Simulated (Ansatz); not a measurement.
System: F$_{3}$H$_{3}$OSTi.

Input file:

```
crystal:
  periodic: [false, false, false]
  atoms:
    - { symbol: Ti, position_ang: [0.193154, -0.600511, -0.346369] }
    - { symbol: O, position_ang: [0.499873, 0.299218, 2.607995] }
    - { symbol: H, position_ang: [-0.435066, 0.538906, 2.594345] }
    - { symbol: F, position_ang: [1.402222, 0.592081, -0.609665] }
    - { symbol: F, position_ang: [-1.285063, 0.050871, 0.29163] }
    - { symbol: F, position_ang: [-0.229177, -1.305769, -1.857107] }
    - { symbol: S, position_ang: [0.99437, -2.41855, 0.950875] }
    - { symbol: H, position_ang: [0.242001, -3.305292, 0.257902] }
    - { symbol: H, position_ang: [0.467585, -0.665052, 2.799195] }
basis:
  gaussian: { orbitals: def2-SVP }
hamiltonian:
  xc: pbe0
  dispersion: d4
relax:
  f_tol: 0.03
  max_steps: 50
output:
  orbitals: {}
```

Run with:

```sh
ansatz run input.yaml --threads 4 --pin off --max-ram 5120MiB --backend cpu --events-out ev --progress --plain --runs-dir out
```

The fields are those of the run's last geometry, not of the input's.

The calculation used RKS PBE0-D4/def2-SVP in Ansatz 0.2.0.

### What can the converged electron density and electron localisation function tell about the bonding?

Ti–F (1.73 Å): ρ at the midpoint is about 1.1 e/Å³; the ELF peaks at about 0.85 in the valence shell of F, 0.5 Å from its nucleus, and drops to about 0.25 between the two atoms.
Ti–O (2.24 Å): ρ at the midpoint is about 0.31 e/Å³; the ELF peaks at about 0.95 in the valence shell of O, 0.6 Å from its nucleus, and is about 0.10 at the midpoint.

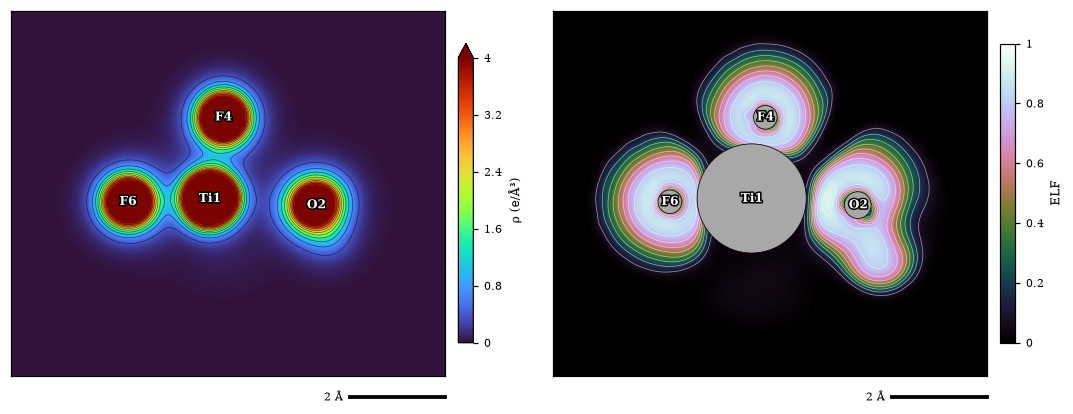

Computed electron density and electron localisation function on the plane of atoms O2, Ti1 and F4, in this order. Grey discs cover the atomic cores in the ELF map. 
